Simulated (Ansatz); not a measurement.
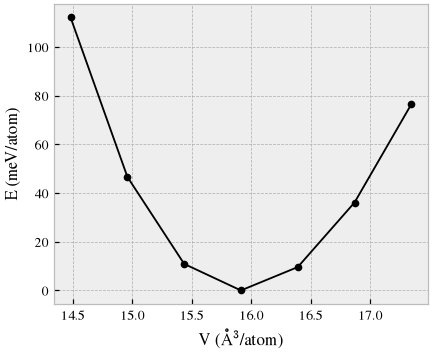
InPt3 (Cu3Au type, Pm-3m) under volume change, PBEsol in the plane-wave PAW code Ansatz, scaled uniformly.

**Question.** What does a third-order Birch–Murnaghan fit give for V₀, B₀ and B′?

**Answer.** V₀ = 15.91 Å³/atom, B₀ = 228 GPa, B′ = 5.3.

The first step of the workflow began from a Materials Project structure, measured or hypothetical; the Crystallography Open Database files this formula in space group No. 221, but the cells were not matched. Whether it is the stable phase at ambient conditions was not checked. The cell was relaxed with PBEsol under the symmetry of its start; of distortions, only those at the zone centre were tested. The run is not spin-polarised. Spin–orbit coupling is left out wherever it is not named.

Potentials: the later of the program's two PAW sets.
